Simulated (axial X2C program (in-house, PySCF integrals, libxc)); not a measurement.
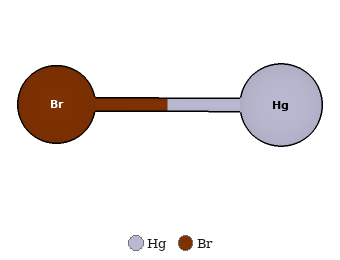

**Figure 1.** The molecule at the reference distance of 3.020 Å.

Run report: HgBr, relativistic diatomic calculation

HgBr. The reference is closed-shell HgBr⁻; the roots are the vertical energies to take an electron from it, which leaves states of HgBr. The distance is the PBE0 minimum at charge −1. Computed at this level: EOM-IP-CCSD, two-component X2C with atomic mean-field Coulomb and Gaunt terms, Hg dyall-acv3z, Br dyall-acv3z (cores contracted) (axial X2C program (in-house, PySCF integrals, libxc)).

Output:
```
two-component X2C + atomic mean field  HF
basis functions 305  fitting functions 1526  grid points 5805
iter        total energy     max residual
   1     -22227.253012978     8.60e-01
   2     -22227.302124421     1.42e-02
   3     -22227.303572389     1.42e-02
   4     -22227.304237205     1.61e-03
   5     -22227.304323075     3.57e-04
   6     -22227.304337072     1.67e-04
   7     -22227.304340048     4.55e-05
   8     -22227.304340436     1.45e-05
   9     -22227.304340468     5.27e-06
  10     -22227.304340473     1.38e-06
  11     -22227.304340473     6.20e-07
converged
one-electron -31500.18180770  Coulomb 9265.52988387  exact exchange -463.79995264  xc functional 0.00000000  nuclear repulsion 490.62787767  atomic mean-field constant -19.48034168
correlated 20  virtual 350  natural virtual 82  E(MP2) -0.630515295  MP2 remainder -0.102744765
iter   CCSD correlation   residual
   1     -0.499702255   1.40e-01
   2     -0.513108406   4.31e-02
   3     -0.514654038   1.52e-02
   4     -0.514624424   3.28e-03
   5     -0.514643342   1.16e-03
   6     -0.514644571   3.63e-04
   7     -0.514643519   1.41e-04
   8     -0.514644891   5.14e-05
   9     -0.514644120   1.89e-05
  10     -0.514644270   5.06e-06
  11     -0.514644182   1.82e-06
  12     -0.514644190   5.91e-07
(T) -0.013135097305149246  T1 0.0211  D1 0.0608  max T2 0.059
EOM-IP-CCSD roots
2*Omega      energy/Eh   energy/eV  one-particle weight
    1       0.12420685      3.3798      0.950
    1       0.15881560      4.3216      0.936
    1       0.22026197      5.9936      0.941
    1       0.36186569      9.8469      0.910
    3       0.14692716      3.9981      0.937
    3       0.36278490      9.8719      0.912
    3       0.42488504     11.5617      0.023  not converged
    5       0.36780194     10.0084      0.929
```

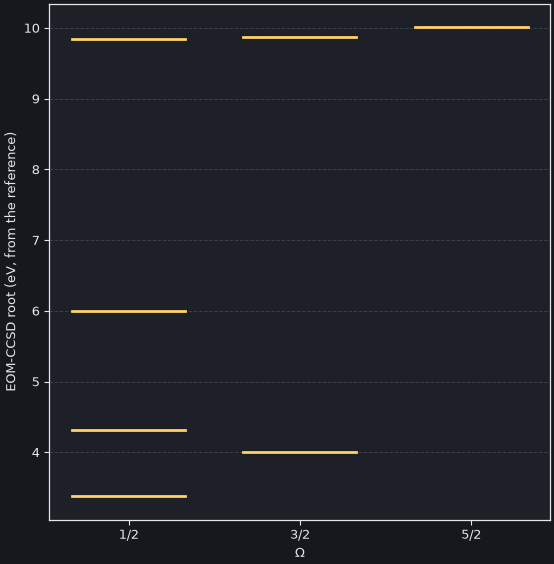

**Figure 2.** EOM-CCSD roots by Ω at 3.02 Å. The lowest has Ω = 1/2 and lies at 3.380 eV, with one-particle weight 0.95.

The input:
```
{"zs": [80, 35], "q": 0, "bas": ["dyall-acv3z", "dyall-acv3z"], "r0": 2.47, "eom": "ip", "rq": -1, "thr": -2.0, "nmax": 95, "grid": [1, 0.96, 1.045, 0.92, 1.09, 1.15]}
```

The line is the task of a batch: nuclear charges, charge, bases, a first guess of the distance and further settings. This report covers the levels named above. The log is that of the reference distance 3.02 Å.

Launched within a batch (the task file carries these settings):
```bash
python <driver script> task.json out
```

Summary:

| quantity | value |
| --- | --- |
| outcome | converged |
| HF energy of the reference HgBr⁻ | −22227.30434 hartree |
| MP2 energy of the reference HgBr⁻ | −22227.93486 hartree |
| CCSD energy of the reference HgBr⁻ (with the MP2 share of the virtual spinors left out of the coupled-cluster step) | −22227.92173 hartree |
| CCSD(T) energy of the reference HgBr⁻ | −22227.93486 hartree |
| T1 diagnostic (spinor form; for a closed shell √2 times the usual value) | 0.021 |
| hardware | 1 thread of Arm Neoverse V1, 24 GiB of memory available, shared host |
| wall time | 18 s |
| peak memory | 1.3 GiB |

Notes:

Caveats: some roots did not converge.
